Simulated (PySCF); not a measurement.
```yaml
atoms:
  - { symbol: C, position_ang: [-2.2557, 0.8866, 0.0867] }
  - { symbol: C, position_ang: [-2.0890, -0.6256, 0.1860] }
  - { symbol: Si, position_ang: [-0.5556, -1.1489, 1.1884] }
  - { symbol: C, position_ang: [0.9468, -0.4971, 0.3193] }
  - { symbol: C, position_ang: [1.9184, -0.0637, -0.2606] }
  - { symbol: Ge, position_ang: [3.4469, 0.6012, -1.1540] }
  - { symbol: H, position_ang: [-3.1439, 1.1426, -0.4897] }
  - { symbol: H, position_ang: [-2.3551, 1.3294, 1.0757] }
  - { symbol: H, position_ang: [-1.3924, 1.3353, -0.4006] }
  - { symbol: H, position_ang: [-2.0279, -1.0418, -0.8216] }
  - { symbol: H, position_ang: [-2.9844, -1.0533, 0.6418] }
  - { symbol: H, position_ang: [-0.4652, -2.6131, 1.2415] }
  - { symbol: H, position_ang: [-0.5918, -0.5670, 2.5360] }
  - { symbol: H, position_ang: [4.4642, 1.0168, -0.1451] }
  - { symbol: H, position_ang: [4.0144, -0.4688, -2.0252] }
  - { symbol: H, position_ang: [3.0627, 1.7766, -1.9899] }
```

Geometry: GFN2-xTB.

Level of theory: PBE0/def2-SVPD, SCF density, gas phase in PySCF.

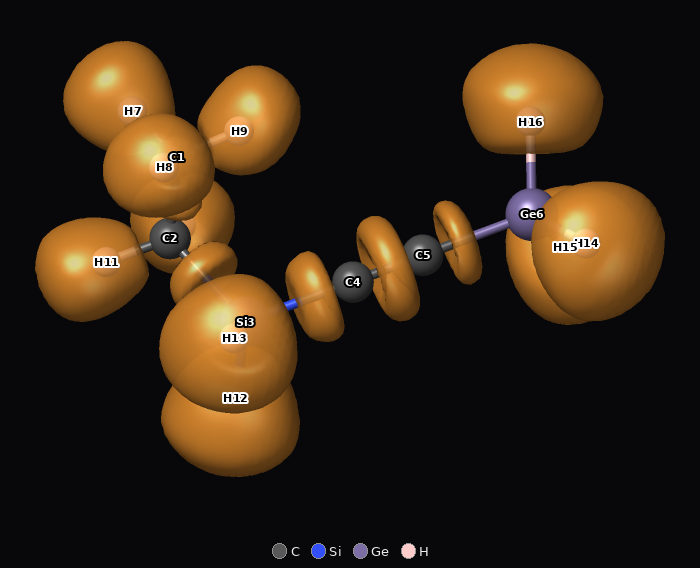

C4H10GeSi. Isosurface of the electron localisation function at 0.8 (orange), seen at a tilt. Only the valence region is drawn (cores and ρ < 0.01 e/Å³ removed).

Describe the localisation domains.

Answer. At this value the surface marks out two regions between bonded C–C atoms (shared pairs), two regions between bonded C–Si atoms (shared pairs), ten regions around hydrogen nuclei and one lobe of the valence shell of C pointing towards Ge (polar bonds). Along the contacts the grid gives the following. C–C (1.21 Å): the ELF peaks at about 0.85 between the atoms; a multiple bond. C–Si (1.85 Å): the ELF peaks at about 0.95 between the atoms: a covalent bond.
